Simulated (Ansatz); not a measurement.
```
atom    x (Å)    y (Å)    z (Å)
   C  -0.3413   0.1691   0.4856
  Al   1.3791   1.0006   0.9109
  Sb   3.7071  -0.2427   0.6532
   H  -0.2510  -0.8664   0.1248
   H  -0.9952   0.1665   1.3753
   H  -0.8703   0.7563  -0.2853
   H   1.4182   2.5054   1.4436
   H   2.8907  -1.6494   0.0852
```

Geometry: PBE0-D3(BJ)/def2-SVP; core potentials replace the inner electrons of Sb.

The calculation used Ansatz 0.2.0, isolated molecule in a Gaussian basis; Kohn-Sham density functional theory, functional PBE0.

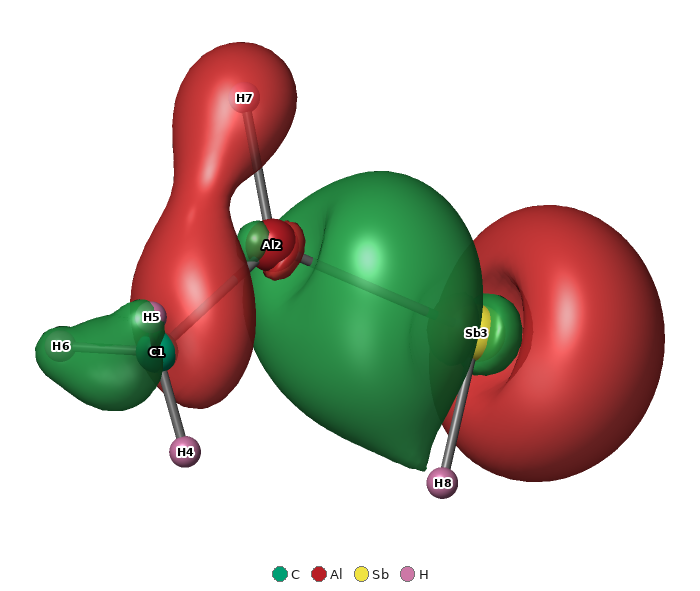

CH₅AlSb (SMILES [CH3][AlH][SbH]) (doublet). The HOMO−1 (α) at ±0.1 Å⁻³ᐟ² (green and red are the two phases), seen at a tilt.

> What is the character of this orbital?

By Hirshfeld shares it lies mainly on Sb3 (about 65 %), Al2 (about 20 %) and C1 (about 5 %). Its energy is −6.82 eV.
